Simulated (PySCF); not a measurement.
CH₄GeN, doublet, SMILES `[N]=[CH][GeH3]`.

Computed with PySCF, M06-2X/def2-TZVP, geometry: GFN2-xTB. No frequency check shows the geometry to be a minimum. GFN2-xTB bond lengths at metals and heavier atoms can be off by up to 0.1 Å and shapes distorted, which carries into these values. GFN2-xTB doesn't know the spin state, so this open-shell geometry is rough.

Input script:

```python
import numpy as np
from pyscf import gto, scf, dft
from pyscf.scf import atom_ks, atom_hf
from scipy.linalg import block_diag

def solve(mol, dm0=None, hcore=None):
    mf = (dft.UKS if mol.spin else dft.RKS)(mol, xc='m062x')
    mf.grids.level = 3
    mf = mf.density_fit(auxbasis='def2-universal-jkfit')
    mf.conv_tol, mf.max_cycle = 1e-8, 80
    if hcore is not None:
        mf.get_hcore = lambda *args: hcore
    mf.kernel(dm0)
    if not mf.converged:
        mf = mf.newton().run(mf.mo_coeff, mf.mo_occ, max_cycle=30)
    assert mf.converged, 'SCF not converged'
    return mf

mol = gto.M(atom='''
N     -2.14211    -0.42159     0.00010
C     -1.31960     0.45822    -0.00004
Ge     0.65531    -0.02803     0.00003
H     -1.48927     1.53747    -0.00065
H      0.97705    -0.84281    -1.21181
H      1.47458     1.23583    -0.00616
H      0.97992    -0.83162     1.21724
''', basis='def2-tzvp', charge=0, spin=1, verbose=4)
mf = solve(mol)
out = dict(e0=mf.e_tot, dm0=mf.make_rdm1(), c=mf.mo_coeff, occ=mf.mo_occ, eps=mf.mo_energy)
for name, dq, spin in [('cation', 1, 0), ('anion', -1, 0)]:
    ion = mol.copy().set(charge=mol.charge + dq, spin=spin).build()
    mi = solve(ion)
    if spin and dq > 0 and mol.nao < 130:
        c, _, stable, _ = mi.stability(return_status=True)
        if not stable:
            mi = solve(ion, mi.make_rdm1(c, mi.mo_occ))
    print(name, 'vertical energy change / eV', (mi.e_tot - mf.e_tot) * 27.211386)
    out.update({'e_' + name: mi.e_tot, 'dm_' + name: mi.make_rdm1(), 's2_' + name: mi.spin_square()[0], 'eps_' + name: mi.mo_energy, 'occ_' + name: mi.mo_occ})
# spherically averaged free atoms, for the promolecule
atm = atom_ks.get_atm_nrks(mol, xc='m062x')
pro = block_diag(*[(atm[a[0]][2] * atm[a[0]][3]) @ atm[a[0]][2].T for a in mol._atom])
np.savez('result.npz', pro=pro, **out)
```

Command:

```sh
OMP_NUM_THREADS=1 python input.py
```

The run took 110 s on 1 thread of Arm Neoverse V1 (shared host), peak memory 0.67 GiB.

Partitions, critical points and surface values were worked out afterwards from this run's density.

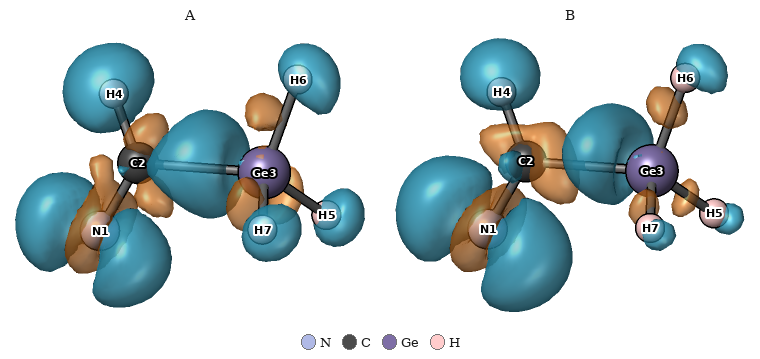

The two Fukui functions at ±0.03 e/Å³ (light blue positive, orange negative).

Question: Why do the two look alike?

Answer: The electron leaves from or enters the same singly occupied orbital. A is f⁻, B is f⁺. f⁻ (Hirshfeld-condensed) is largest on N1 (0.33) and Ge3 (0.18); the vertical ionisation energy is 8.80 eV (to the singlet cation, which needn't be its lowest state). f⁺ (Hirshfeld-condensed) is largest on N1 (0.35) and Ge3 (0.22); the vertical electron affinity is 0.56 eV (to the singlet anion, which needn't be its lowest state; the anion's highest orbital has positive energy, so this value and f⁺ depend on the basis).
